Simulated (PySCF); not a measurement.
## Electronic structure of H$_{12}$OSi$_{5}$ (SMILES [SiH3]O[Si]([SiH3])([SiH3])[SiH3]) in real space

Input

```
{"job": {"kind": "nmr", "xc": "PBE0", "basis": "pcSseg-1"}, "charge": 0, "multiplicity": 1}
Si    -0.533431     0.008535     2.226301
Si    -0.042340     0.340287    -0.051051
Si     0.297731     2.623260    -0.459961
Si    -1.872143    -0.428661    -1.313549
O      1.354418    -0.485183    -0.480169
Si     1.982099    -2.021494    -0.432385
H     -0.769026    -1.441382     2.512497
H      0.586076     0.493065     3.092075
H     -1.774950     0.772947     2.564013
H      1.436635     3.143130     0.357680
H     -0.947830     3.361926    -0.081430
H      0.583654     2.864396    -1.907661
H     -2.107491    -1.885988    -1.067514
H     -1.640267    -0.220575    -2.776563
H     -3.093440     0.331925    -0.901424
H      1.158130    -2.944390    -1.271721
H      1.988839    -2.531101     0.973617
H      3.374663    -1.974631    -0.956470
```

Command:

```sh
OMP_NUM_THREADS=1 python cluster_run.py task.json out
```

Geometry: PBE0-D3(BJ)/def2-SVP.

These are results of PBE0/pcSseg-1, SCF density, gas phase, non-relativistic (PySCF 2.14.0), not measurements.

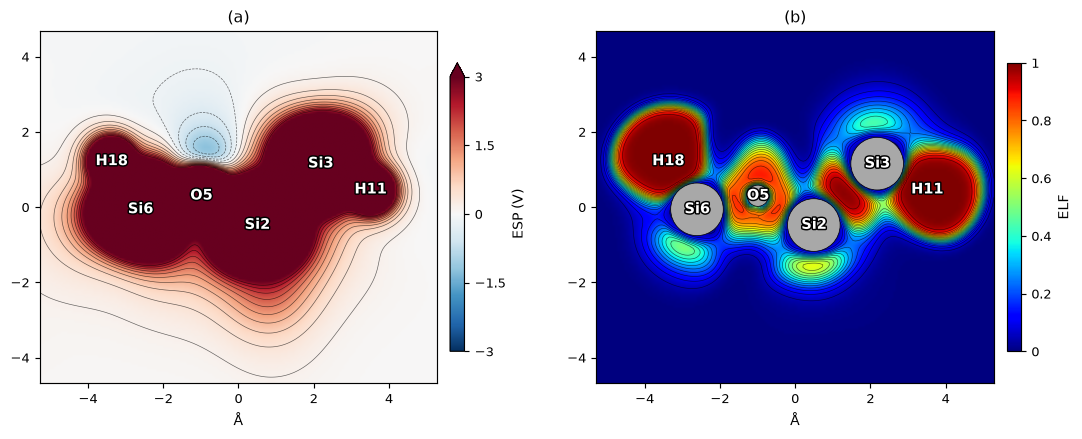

Figure 1. (a) electrostatic potential; (b) ELF on the plane of atoms Si2, Si3 and H11. Grey discs cover the atomic cores in the ELF map.

**What does the map show?**

The section cuts through Si, O and H sites. Si–O (1.66 Å): the ELF peaks at about 0.85 between the atoms (a polar covalent bond). Si–Si (2.34 Å): the ELF peaks at about 1 between the atoms: localised, covalent bonding. Si–H (1.49 Å): the ELF climbs to about 1 towards the hydrogen, as it does in any bond to H. The ELF also peaks beside O5, away from the bonds: lone-pair regions. Outside the dense part of the molecule the potential is most negative (−1.2 V) near O5.

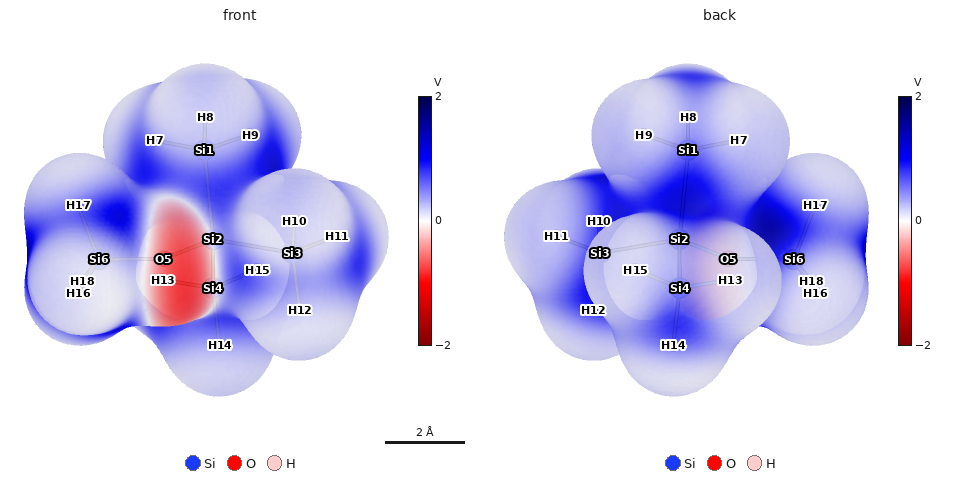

Figure 2. The electrostatic potential painted on the density surface at 0.002 e/bohr³, seen from the front and from behind; red is negative and blue positive.

**Which sites attract a positive test charge, and which a negative one?**

A positive charge is drawn to the negative regions and a negative charge to the positive ones. The most negative region (about −0.8 V) lies over O5, the most positive (about +1.5 V) over Si6.

**What dipole moment does the calculation give?**

Its dipole moment is 0.35 D.
